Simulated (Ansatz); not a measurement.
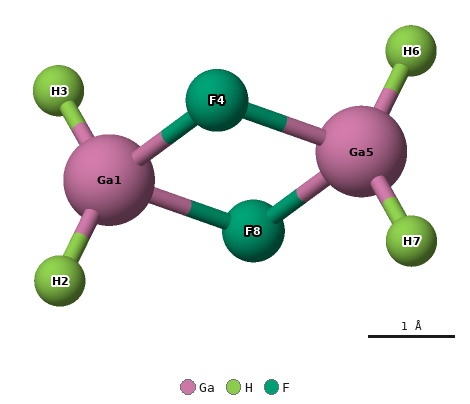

The input geometry of run 1 (ball-and-stick view, seen at a tilt; atoms are numbered from 1 in the order of the input). Sticks mark near contacts.

## Ga2H4F2: a changed input and its effect

System: Ga2H4F2.
Method of run 1: RKS PBE0-D4/def2-TZVP (Ansatz 0.2.0).

The geometry comes from this level: PBE0-D4/def2-SVP. Text and figures count atoms from 1; the logs count them from 0 in places.

### Input, run 1
```yaml
crystal:
  periodic: [false, false, false]
  atoms:
    - {symbol: Ga, position_ang: [0.833628, -1.085726, 0.617466]}
    - {symbol: H, position_ang: [1.885135, -1.659391, -0.372887]}
    - {symbol: H, position_ang: [0.443086, -1.371172, 2.094429]}
    - {symbol: F, position_ang: [0.816885, 0.844382, 0.381581]}
    - {symbol: Ga, position_ang: [-0.833629, 1.085732, -0.617483]}
    - {symbol: H, position_ang: [-1.887051, 1.663215, 0.368529]}
    - {symbol: H, position_ang: [-0.438787, 1.366839, -2.094165]}
    - {symbol: F, position_ang: [-0.819276, -0.843869, -0.377481]}
basis:
  gaussian: {orbitals: def2-TZVP, initial_orbitals: start.molden}
hamiltonian: {xc: pbe0, dispersion: d4}
scf: {omitted_lower_state_checks: [starts]}
output: {orbitals: {seedname: orbitals}}
```

Launched with:
```bash
ansatz run in.yaml --threads 4 --pin off --events-out ev --progress --plain --max-ram 3916MiB
```

Hardware: 4 threads of Arm Neoverse V2, 23 GiB of memory available, shared host.

### Output (run 1)
```
Functional definition: PBE0
  parameter a = 0.25
  parameter kappa = 0.804
  parameter beta = 0.06672455060314922
  exchange = (1 - a)*pbe_x(kappa = kappa, mu = beta*pi^2/3) + a*exact_x
  correlation = pbe_c(beta = beta)
these checks for a lower state are left out or cut short: starts
1314 factors; their error is unknown
mean field evaluation 1: about -110237.6041 eV, gradient 2.1e2 eV
mean field evaluation 2: about -110240.8861 eV, gradient 4.1e0 eV
mean field evaluation 4: about -110241.3302 eV, gradient 2.1e-1 eV
mean field -110241.33023856 eV, -4051.2941620098 hartree, gradient 7.7e-5 eV, S^2 0.000000; 0 other end points of the search recorded, 0 dependent functions left out
reference -110241.33027191 eV, -4051.2941632353 hartree; 42, 42 occupied and 140, 140 virtual orbitals, 1314 factors
Total energy: -110241.47327783 eV, -4051.2994186058 hartree
Checks for a lower state left out: starts
```

For run 2 the input was changed thus:
```diff
+total_charge: 1
+magnetization: {spin_polarized: true, initial_magnetization: 1}
```

What does this change do to the results?

The two differ by one electron: at this geometry, removing it changes the energy by 10.76 eV. The HOMO goes from −8.76 to −13.93 eV. The LUMO goes from −0.79 to −12.71 eV. On the same kind of shared host run 2 took about 2.3 times as long.

### Output (run 2)
```
Functional definition: PBE0
  parameter a = 0.25
  parameter kappa = 0.804
  parameter beta = 0.06672455060314922
  exchange = (1 - a)*pbe_x(kappa = kappa, mu = beta*pi^2/3) + a*exact_x
  correlation = pbe_c(beta = beta)
these checks for a lower state are left out or cut short: starts
1314 factors; their error is unknown
mean field evaluation 1: about -110226.9097 eV, gradient 1.5e2 eV
mean field evaluation 2: about -110230.1354 eV, gradient 3.7e0 eV
mean field evaluation 4: about -110230.5944 eV, gradient 1.5e-1 eV
mean field evaluation 8: about -110230.5945 eV, gradient 2.2e-5 eV
mean field -110230.59446761 eV, -4050.8996297040 hartree, gradient 2.2e-5 eV, S^2 0.759942; 0 other end points of the search recorded, 0 dependent functions left out
reference -110230.59450258 eV, -4050.8996309893 hartree; 42, 41 occupied and 140, 141 virtual orbitals, 1314 factors
Total energy: -110230.71630111 eV, -4050.9041070026 hartree
Checks for a lower state left out: starts
```

### The two runs side by side

| quantity | run 1 | run 2 |
| --- | --- | --- |
| outcome | converged | converged |
| total energy (hartree) | −4051.299419 | −4050.904107 |
| HOMO (eV) | −8.76 | −13.93 |
| LUMO (eV) | −0.79 | −12.71 |
| basis functions | 182 | 182 |
| ⟨S²⟩ | – | 0.760 |
| wall time (shared host) | 2.4 s | 5.5 s |
